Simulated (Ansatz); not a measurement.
# What MgZrO3 (built on the sites of a database entry of BaZrO3) distorts into, part 2 of 3

Aim: this structure of MgZrO3 (built on the sites of a database entry of BaZrO3) is to be tested for unstable modes, and one is followed downhill.

Ansatz 0.2.0; DFT PBEsol, scalar-relativistic, plane waves, norm-conserving pseudopotentials.

So far. Step 4 (The mode frozen in, largest atomic shift 0.6 Å): The run ends at a pressure of -0.61 GPa, with forces up to 1.2 eV/Å. Step 5 (Energy along the mode, all amplitudes (two of the runs …): The lowest of the steps tried is the last one, at 0.6 Å, 205 meV/atom below the parent; the bottom of the well need not coincide with a step.

The structure was built from a prototype and need not be the compound's stable phase.

## Step 6: Relaxation from the frozen mode

Starting from the lowest point found, all atoms and the cell are let go, so that strain and other modes of the same symmetry can join in.

Contents of input.yaml:

```yaml
crystal:
  lattice:
    - [4.071198049, 0.0, 0.0]
    - [0.0, 4.071198049, 0.0]
    - [0.0, 0.0, 4.071198049]
  atoms:
    - { symbol: Mg, position: [0.0, 0.1473767655, 0.0] }
    - { symbol: Zr, position: [0.5, 0.5043139859, 0.5] }
    - { symbol: O, position: [0.0, 0.3899087134, 0.5] }
    - { symbol: O, position: [0.5, -0.0283031262, 0.5] }
    - { symbol: O, position: [0.5, 0.3899087134, 0.0] }
kpoints:
  mp_grid: { grid: [8, 8, 8] }
hamiltonian:
  xc: pbesol
  pseudopotentials: { kind: nc }
scf:
  occupations: { method: fixed }
output:
  forces: true
  stress: true
  eigenvalues: true
  write_density: true
  write_potential: true
  elf: true
  volumetric_format: npy
relax:
  adjacent_minimum: "off"
  f_tol: 0.002
  max_steps: 120
  cell: { stress_tol: 0.03 }
```

On the command line:

```console
$ ansatz run input.yaml --threads 4 --pin off --max-ram 7168MiB --backend cpu --events-out ev --progress --plain --runs-dir out
```

Numbers of over 12 decimals in the logs are rounded to 6 here.

The log of the run:

```text
[...]
Crystal: 5 atoms, lattice volume = 67.479 Å³
Basis set: ecut = 1142.878222 eV, 5887 PW (Γ), exchange–correlation on 90×90×90 points (8 copies of the dense FFT grid, shifted against one another)
Bands: 25, of which v1, the nominal top of the filled ones, is band 20 counted from 1 (19 counted from 0)
Symmetry: 8 space group operations
[...]
k-points: 75 of 512 (time reversal used)
[...]
SCF iter   1: F=—  HF=-4344.666172 eV  |F-HF|=—  |Δ(HF+E_count)|=         —  Δρ=6.66e-2  dr2=3.13e0  ethr=3.10e-3  ⟨swp⟩=5.4  Hψ=7673  notcnv=0  defer=199
[...]
SCF iter   9: F=-4343.452549 eV  HF=-4343.452549 eV  |F-HF|=5.24e-8  |Δ(HF+E_count)|=   1.57e-6  Δρ=9.20e-6  dr2=7.50e-8  ethr=2.50e-10  ⟨swp⟩=17.2  Hψ=18584  notcnv=0
SCF 1 converged in 9 iterations: F = -4343.452549 eV  dr2 = 7.50e-8
relax step   1: F+E_penalty+E_count = -4343.45254931 eV  Δ(F+E_penalty+E_count) = +0.000e0 eV  max|allowed force component| = 1.182e0 eV/Å  Δτ_max = 0.0000 Å  P = -0.614 GPa  Ω = 67.479 Å³  (9 SCF iters, dr2 threshold 1.00e-7 eV, accepted)
Crystal: 5 atoms, lattice volume = 69.778 Å³
Basis set: ecut = 1142.878222 eV, 6143 PW (Γ), exchange–correlation on 90×90×90 points (8 copies of the dense FFT grid, shifted against one another)
[...]
iter 1 solved again at ethr=7.00e-4 eV; its pass at ethr=3.10e-3 eV (dr2=2.80e-1 eV) is discarded
[...]
SCF iter   8: F=-4343.707282 eV  HF=-4343.707282 eV  |F-HF|=8.19e-8  |Δ(HF+E_count)|=   1.35e-6  Δρ=1.27e-5  dr2=1.25e-7  ethr=1.25e-9  ⟨swp⟩=20.4  Hψ=20507  notcnv=0
SCF 2 converged in 8 iterations: F = -4343.707282 eV  dr2 = 1.25e-7
relax step   2: F+E_penalty+E_count = -4343.70728214 eV  Δ(F+E_penalty+E_count) = -2.547e-1 eV  max|allowed force component| = 5.252e-1 eV/Å  Δτ_max = 0.1931 Å  P = -1.349 GPa  Ω = 69.778 Å³  energy of the carried Pulay correction = -5.840e-4 eV  (8 SCF iters, dr2 threshold 5.00e-7 eV, accepted)
Crystal: 5 atoms, lattice volume = 69.074 Å³
Basis set: ecut = 1142.878222 eV, 6071 PW (Γ), exchange–correlation on 90×90×90 points (8 copies of the dense FFT grid, shifted against one another)
[...]
SCF iter   7: F=-4343.757444 eV  HF=-4343.757444 eV  |F-HF|=1.90e-8  |Δ(HF+E_count)|=   1.26e-7  Δρ=7.90e-6  dr2=4.93e-8  ethr=1.25e-9  ⟨swp⟩=18.6  Hψ=18989  notcnv=0
SCF 3 converged in 7 iterations: F = -4343.757444 eV  dr2 = 4.93e-8
relax step   3: F+E_penalty+E_count = -4343.75744408 eV  Δ(F+E_penalty+E_count) = -5.016e-2 eV  max|allowed force component| = 6.174e-1 eV/Å  Δτ_max = 0.0324 Å  P = -0.169 GPa  Ω = 69.074 Å³  energy of the carried Pulay correction = -4.072e-4 eV  (7 SCF iters, dr2 threshold 5.00e-7 eV, accepted)
[... from here on, the SCF cycles and remarks between the steps are left out ...]
relax step   4: F+E_penalty+E_count = -4343.77953132 eV  Δ(F+E_penalty+E_count) = -2.209e-2 eV  max|allowed force component| = 5.136e-1 eV/Å  Δτ_max = 0.0303 Å  P = +0.051 GPa  Ω = 68.734 Å³  energy of the carried Pulay correction = -3.212e-4 eV  (7 SCF iters, dr2 threshold 5.00e-7 eV, accepted)
relax step   5: F+E_penalty+E_count = -4343.79477829 eV  Δ(F+E_penalty+E_count) = -1.525e-2 eV  max|allowed force component| = 3.024e-1 eV/Å  Δτ_max = 0.0247 Å  P = +1.007 GPa  Ω = 68.351 Å³  energy of the carried Pulay correction = -2.238e-4 eV  (6 SCF iters, dr2 threshold 5.00e-7 eV, accepted)
relax step   6: F+E_penalty+E_count = -4343.80811603 eV  Δ(F+E_penalty+E_count) = -1.334e-2 eV  max|allowed force component| = 2.997e-1 eV/Å  Δτ_max = 0.0551 Å  P = -0.057 GPa  Ω = 68.816 Å³  energy of the carried Pulay correction = -3.421e-4 eV  (7 SCF iters, dr2 threshold 5.00e-7 eV, accepted)
relax step   7: F+E_penalty+E_count = -4343.81078441 eV  Δ(F+E_penalty+E_count) = -2.668e-3 eV  max|allowed force component| = 6.933e-2 eV/Å  Δτ_max = 0.0111 Å  P = +0.328 GPa  Ω = 68.849 Å³  energy of the carried Pulay correction = -3.505e-4 eV  (6 SCF iters, dr2 threshold 5.00e-7 eV, accepted)
relax step   8: F+E_penalty+E_count = -4343.81150952 eV  Δ(F+E_penalty+E_count) = -7.251e-4 eV  max|allowed force component| = 1.807e-2 eV/Å  Δτ_max = 0.0052 Å  P = +0.043 GPa  Ω = 68.992 Å³  energy of the carried Pulay correction = -3.865e-4 eV  (5 SCF iters, dr2 threshold 5.00e-7 eV, accepted)
relax step   9: F+E_penalty+E_count = -4343.81154504 eV  Δ(F+E_penalty+E_count) = -3.552e-5 eV  max|allowed force component| = 6.472e-3 eV/Å  Δτ_max = 0.0046 Å  P = -0.027 GPa  Ω = 69.084 Å³  energy of the carried Pulay correction = -4.098e-4 eV  (6 SCF iters, dr2 threshold 2.04e-8 eV, accepted)
relax step  10: F+E_penalty+E_count = -4343.81155446 eV  Δ(F+E_penalty+E_count) = -9.416e-6 eV  max|allowed force component| = 3.173e-3 eV/Å  Δτ_max = 0.0009 Å  P = +0.010 GPa  Ω = 69.062 Å³  energy of the carried Pulay correction = -4.041e-4 eV  (5 SCF iters, dr2 threshold 6.02e-9 eV, accepted)
relax step  11: F+E_penalty+E_count = -4343.81155420 eV  Δ(F+E_penalty+E_count) = +2.546e-7 eV  max|allowed force component| = 4.444e-4 eV/Å  Δτ_max = 0.0001 Å  P = -0.001 GPa  Ω = 69.064 Å³  energy of the carried Pulay correction = -4.046e-4 eV  (4 SCF iters, dr2 threshold 6.29e-10 eV, accepted)
relax step  12: F+E_penalty+E_count = -4343.81897016 eV  Δ(F+E_penalty+E_count) = -7.416e-3 eV  max|allowed force component| = 2.807e-4 eV/Å  Δτ_max = 0.0000 Å  P = +0.246 GPa  Ω = 69.064 Å³  stress off target by 6.50e-1 GPa  SCF on the basis re-selected at this cell (its energy is not comparable with the rows above)  (7 SCF iters)
relax step  13: F+E_penalty+E_count = -4343.82080223 eV  Δ(F+E_penalty+E_count) = -1.832e-3 eV  max|allowed force component| = 5.724e-3 eV/Å  Δτ_max = 0.0113 Å  P = +0.026 GPa  Ω = 69.354 Å³  energy of the carried Pulay correction = -7.863e-5 eV  (6 SCF iters, dr2 threshold 5.00e-7 eV, accepted)
relax step  14: F+E_penalty+E_count = -4343.82124377 eV  Δ(F+E_penalty+E_count) = -4.415e-4 eV  max|allowed force component| = 2.067e-2 eV/Å  Δτ_max = 0.0100 Å  P = -0.000 GPa  Ω = 69.440 Å³  energy of the carried Pulay correction = -1.050e-4 eV  (7 SCF iters, dr2 threshold 1.03e-7 eV, accepted)
relax step  15: F+E_penalty+E_count = -4343.82125141 eV  Δ(F+E_penalty+E_count) = -7.640e-6 eV  max|allowed force component| = 1.974e-2 eV/Å  Δτ_max = 0.0018 Å  P = +0.034 GPa  Ω = 69.471 Å³  energy of the carried Pulay correction = -1.141e-4 eV  (6 SCF iters, dr2 threshold 2.67e-8 eV, accepted)
relax step  16: F+E_penalty+E_count = -4343.82125911 eV  Δ(F+E_penalty+E_count) = -7.703e-6 eV  max|allowed force component| = 4.461e-4 eV/Å  Δτ_max = 0.0004 Å  P = +0.002 GPa  Ω = 69.480 Å³  energy of the carried Pulay correction = -1.163e-4 eV  (5 SCF iters, dr2 threshold 2.43e-8 eV, accepted)
relax step  17: F+E_penalty+E_count = -4343.82151754 eV  Δ(F+E_penalty+E_count) = -2.584e-4 eV  max|allowed force component| = 4.018e-4 eV/Å  Δτ_max = 0.0000 Å  P = +0.010 GPa  Ω = 69.480 Å³  stress off target by 3.46e-2 GPa  SCF on the basis re-selected at this cell (its energy is not comparable with the rows above)  (7 SCF iters)
relax step  18: F+E_penalty+E_count = -4343.82152328 eV  Δ(F+E_penalty+E_count) = -5.736e-6 eV  max|allowed force component| = 8.516e-4 eV/Å  Δτ_max = 0.0017 Å  P = +0.005 GPa  Ω = 69.504 Å³  energy of the carried Pulay correction = -6.439e-6 eV  (7 SCF iters, dr2 threshold 2.99e-9 eV, accepted)
[...]
SCF iter   7: F=-4343.821529 eV  HF=-4343.821529 eV  |F-HF|=0.00e0  |Δ(HF+E_count)|=  9.09e-13  Δρ=1.26e-7  dr2=3.47e-12  ethr=1.00e-12  ⟨swp⟩=14.6  Hψ=11864  notcnv=0
SCF 19 converged in 7 iterations: F = -4343.821529 eV  dr2 = 3.47e-12
relax step  19: F+E_penalty+E_count = -4343.82152885 eV  Δ(F+E_penalty+E_count) = -5.569e-6 eV  max|allowed force component| = 8.573e-4 eV/Å  Δτ_max = 0.0000 Å  P = +0.006 GPa  Ω = 69.504 Å³  stress off target by 9.03e-3 GPa  SCF on the basis re-selected at this cell (its energy is not comparable with the rows above)  (7 SCF iters)
[...]
SCF converged after 7 iterations
Free energy (F): -4343.821529 eV
[...]
Internal energy: -4343.821529 eV  (E = F + TS)
E sigma→0 (E₀):  -4343.821529 eV
Fermi energy:    6.485320 eV
[...]
--- Forces (eV/Å), atoms counted from 1 ---
  atom   1  Mg    -0.00000000     0.00063755     0.00000000
  atom   2  Zr    -0.00000000    -0.00084266     0.00000000
  atom   3  O      0.00000000     0.00007370    -0.00000000
  atom   4  O     -0.00000000     0.00013088    -0.00000000
  atom   5  O     -0.00000000     0.00007370    -0.00000000
  max |Σ_I F_I| component: 7.32e-5 eV/Å
--- Stress (GPa, compression-positive) ---
        0.003874       0.000000       0.000000
        0.000000       0.009032       0.000000
        0.000000       0.000000       0.003874
  P = ⅓ Tr σ = 0.0056 GPa (0.056 kbar)
--- Band table (eV; the first three rows and the last of 75) ---
  k-point 0: bands = [... 16 lower, 5.0176, 5.9569, 5.9569, 6.1806, 8.7731, 10.3087, 13.3013, 13.3013, ... 1 higher]
  k-point 1: bands = [... 16 lower, 4.9854, 5.8374, 5.9487, 6.2185, 9.1318, 10.5719, 12.7804, 13.3349, ... 1 higher]
  k-point 2: bands = [... 16 lower, 4.8951, 5.5726, 5.9510, 6.2532, 9.9576, 11.1664, 12.1823, 13.4022, ... 1 higher]
  k-point 74: bands = [... 16 lower, 4.4488, 5.6538, 6.4309, 6.4309, 9.8975, 12.6280, 12.6280, 13.9614, ... 1 higher]
--- Relaxed structure (16 steps of the walk, 16 accepted, 3 SCFs on fresh bases) ---
  F+E_penalty+E_count = -4343.82152885 eV   max|allowed force component| = 8.573e-4 eV/Å   (the final SCF, on the basis selected at the relaxed cell)
  cell:  # Å, volume = 69.5037 Å³
    - [3.921019, 0, 0]
    - [0, 4.520746, 0.0]
    - [0, 0.0, 3.921019]
  atoms:
    - { symbol: Mg, position: [0, 0.196976, 0.0] }
    - { symbol: Zr, position: [0.5, 0.515671, 0.5] }
    - { symbol: O, position: [0, 0.377329, 0.5] }
    - { symbol: O, position: [0.5, -0.064101, 0.5] }
    - { symbol: O, position: [0.5, 0.377329, 0.0] }
```

Elapsed: 3.8 min, on 4 threads of Arm Neoverse V2, shared host; peak memory 0.78 GiB.

Step by step:

| step | energy less that of the first step (eV) | largest force component (eV/Å) | pressure (GPa) | volume (Å³) |
| --- | --- | --- | --- | --- |
| 1 | 0.0000 | 1.1819 | -0.61 | 67.48 |
| 2 | -0.2547 | 0.5252 | -1.35 | 69.78 |
| 3 | -0.3049 | 0.6174 | -0.17 | 69.07 |
| 4 | -0.3270 | 0.5136 | 0.05 | 68.73 |
| 5 | -0.3422 | 0.3024 | 1.01 | 68.35 |
| 6 | -0.3556 | 0.2997 | -0.06 | 68.82 |
| 7 | -0.3582 | 0.0693 | 0.33 | 68.85 |
| 8 | -0.3590 | 0.0181 | 0.04 | 68.99 |
| 9 | -0.3590 | 0.0065 | -0.03 | 69.08 |
| 10 | -0.3590 | 0.0032 | 0.01 | 69.06 |
| 11 | -0.3590 | 0.0004 | 0.00 | 69.06 |
| 12* | -0.3664 | 0.0003 | 0.25 | 69.06 |
| 13 | -0.3683 | 0.0057 | 0.03 | 69.35 |
| 14 | -0.3687 | 0.0207 | 0.00 | 69.44 |
| 15 | -0.3687 | 0.0197 | 0.03 | 69.47 |
| 16 | -0.3687 | 0.0004 | 0.00 | 69.48 |
| 17* | -0.3690 | 0.0004 | 0.01 | 69.48 |
| 18 | -0.3690 | 0.0009 | 0.01 | 69.50 |
| 19* | -0.3690 | 0.0009 | 0.01 | 69.50 |

Relaxation steps marked * repeat the geometry before them on a plane-wave basis chosen anew for their cell, so energy and pressure can jump there.

The run keeps the 8 symmetry operations that it works with, so distortions that break them were not tested.

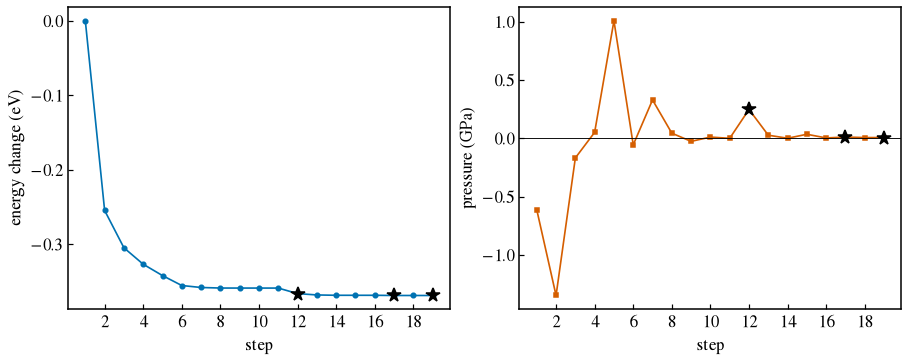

Energy and pressure along the relaxation. Stars mark steps on a basis chosen anew.

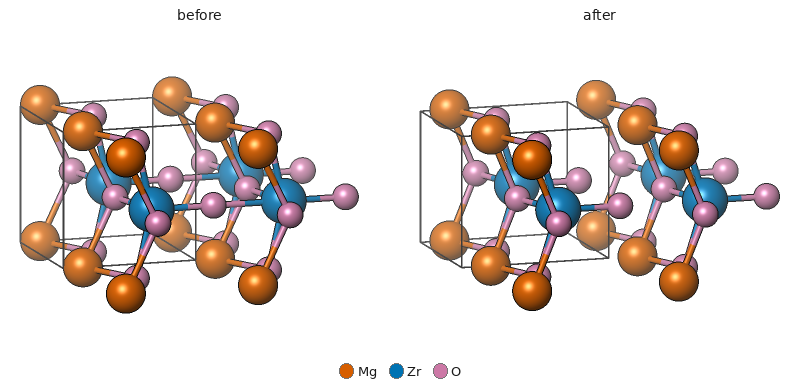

Before and after, at one scale.

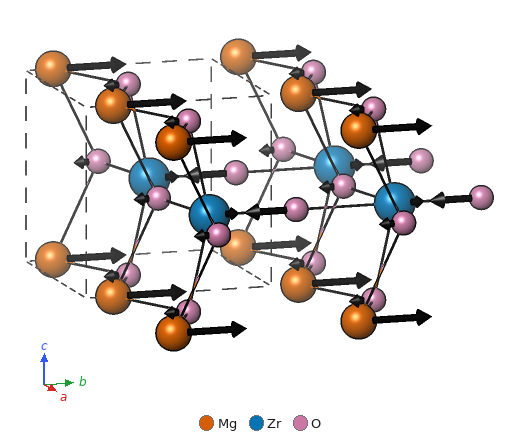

Displacements in the relaxation, exaggerated, measured against the changing cell; the longest in the cell stands for 0.22 Å. 2×2×1 cells are drawn. Some periodic images of atoms are drawn too.

| conventional cell, symmetrised | before | after | change |
| --- | --- | --- | --- |
| a (Å) | 4.071 | 3.921 | -3.7 % |
| b (Å) | 4.071 | 3.921 | -3.7 % |
| c (Å) | 4.071 | 4.521 | +11.0 % |
| volume (Å³/atom) | 13.50 | 13.90 | +3.0 % |

The atoms that moved most (Å, as changes of fractional coordinates times the final cell):

| atom | dx | dy | dz | length |
| --- | --- | --- | --- | --- |
| Mg1 | 0.000 | 0.224 | 0.000 | 0.224 |
| O4 | 0.000 | -0.162 | 0.000 | 0.162 |
| O3 | 0.000 | -0.057 | 0.000 | 0.057 |
| O5 | 0.000 | -0.057 | 0.000 | 0.057 |
| Zr2 | 0.000 | 0.051 | 0.000 | 0.051 |

The relaxed structure:

```xyz
5
Lattice="3.9210 0.0000 0.0000 0.0000 4.5207 0.0000 0.0000 0.0000 3.9210" Properties=species:S:1:pos:R:3 pbc="T T T"
Mg    0.0000    0.8905    0.0000
Zr    1.9605    2.3312    1.9605
O     0.0000    1.7058    1.9605
O     1.9605   -0.2898    1.9605
O     1.9605    1.7058    0.0000
```

Numbers from this step:

```yaml
pressure: 0.005593 GPa
gap_on_the_k_mesh: 2.288 eV
volume_per_atom: 13.90 Å³
```

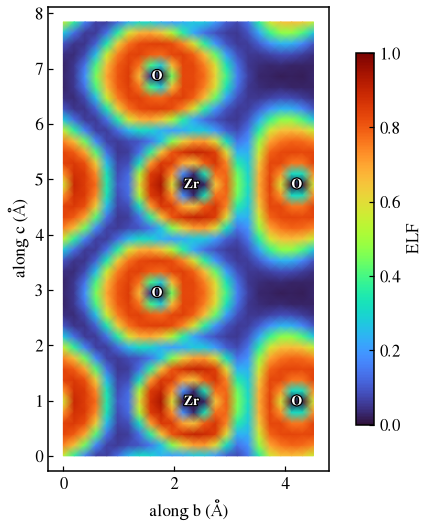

ELF in the bc plane at fractional x = 0.500, with atoms of Zr and O within 0.2 Å of it. It is the smooth field of the valence electrons, not physical close to the nuclei. The map starts off the cell's origin, so that atoms lie inside it.

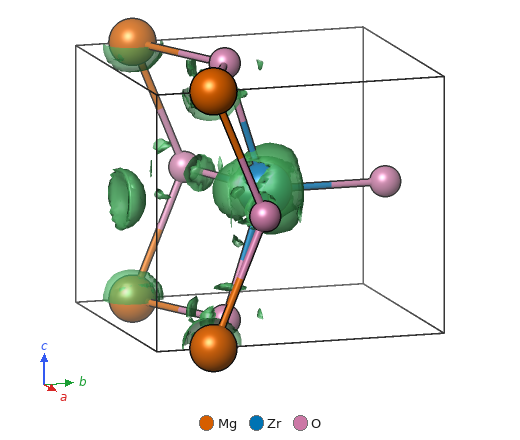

Surface of ELF = 0.85.

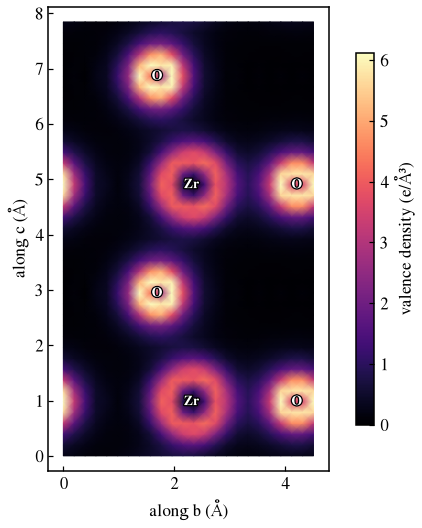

Valence density in the bc plane at fractional x = 0.500, with atoms of Zr and O within 0.2 Å of it. It is the smooth field of the valence electrons, not physical close to the nuclei. The map starts off the cell's origin, so that atoms lie inside it.

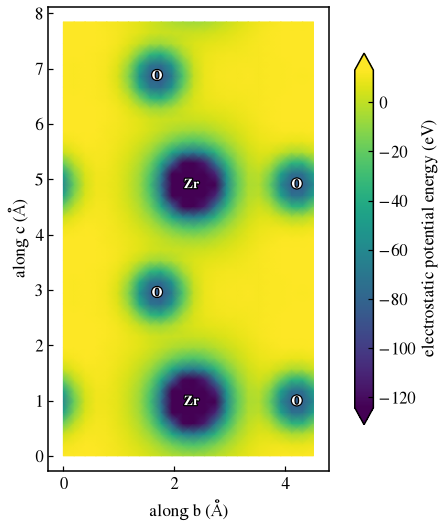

Electrostatic potential energy in the bc plane at fractional x = 0.500, with atoms of Zr and O within 0.2 Å of it. With pseudopotentials it is smooth inside the atoms' cores, unlike the true potential. The map starts off the cell's origin, so that atoms lie inside it.

The distorted start has space group P4mm; the relaxation ends in P4mm.

## Step 7: The new phase in its own primitive cell

The relaxed structure is symmetrised, reduced to its primitive cell and relaxed tightly, as its phonons need.

Contents of input.yaml:

```yaml
crystal:
  lattice:
    - [3.9210192357, 0.0, 0.0]
    - [0.0, 3.9210192357, 0.0]
    - [0.0, 0.0, 4.5207456414]
  atoms:
    - { symbol: Mg, position: [0.0, 0.0, 0.8030241848] }
    - { symbol: Zr, position: [0.5, 0.5, 0.4843285585] }
    - { symbol: O, position: [0.0, 0.5, 0.6226708359] }
    - { symbol: O, position: [0.5, 0.5, 0.0641005328] }
    - { symbol: O, position: [0.5, 0.0, 0.6226708359] }
kpoints:
  mp_grid: { grid: [6, 6, 6] }
hamiltonian:
  xc: pbesol
  pseudopotentials: { kind: nc }
scf:
  occupations: { method: fixed }
output:
  forces: true
  stress: true
  eigenvalues: true
relax:
  adjacent_minimum: "off"
  f_tol: 0.001
  max_steps: 60
  cell: { stress_tol: 0.01 }
```

The log of the run:

```text
[...]
Crystal: 5 atoms, lattice volume = 69.504 Å³
Basis set: ecut = 1142.878222 eV, 6117 PW (Γ), exchange–correlation on 90×90×100 points (8 copies of the dense FFT grid, shifted against one another)
Bands: 25, of which v1, the nominal top of the filled ones, is band 20 counted from 1 (19 counted from 0)
Symmetry: 8 space group operations
[...]
cell:  # Å, volume = 69.5037 Å³
    - [3.9210192357, 0.0, 0.0]
    - [0.0, 3.9210192357, 0.0]
    - [0.0, 0.0, 4.5207456414]
  atoms:
    - { symbol: Mg, position: [0.0, 0.0, 0.803024] }
    - { symbol: Zr, position: [0.500000, 0.500000, 0.484329] }
    - { symbol: O, position: [0.0, 0.500000, 0.622671] }
    - { symbol: O, position: [0.500000, 0.500000, 0.064101] }
    - { symbol: O, position: [0.500000, 0.0, 0.622671] }
[key lines of the parts left out:]
SCF converged after 8 iterations
Free energy (F): -4343.821509 eV
Fermi energy:    6.485407 eV
P = ⅓ Tr σ = 0.0055 GPa (0.055 kbar)
```

The job ended after 15 s (4 threads; peak memory 0.58 GiB).

Little changed from the start: no atom moved by 0.005 Å and no cell edge by 0.1 %.

Numbers from this step:

```yaml
pressure: 0.005467 GPa
direct_gap_on_mesh: 2.592 eV
```

The largest force component left is 0.70 meV/Å and the pressure is 0.005 GPa, within the tolerances set. The cell now holds 13.90 Å³/atom.

(Continued in part 3 of 3.)

[Logs are printed without paths, hosts, clocks, repeated set-up lines and the standing remarks that a program may print on its own settings, such as how far it seeks lower states.]

[Hosts, paths, dates, database ids (printed as entryN), source tags and the programs' standing remarks are cut or masked in the printed files.]
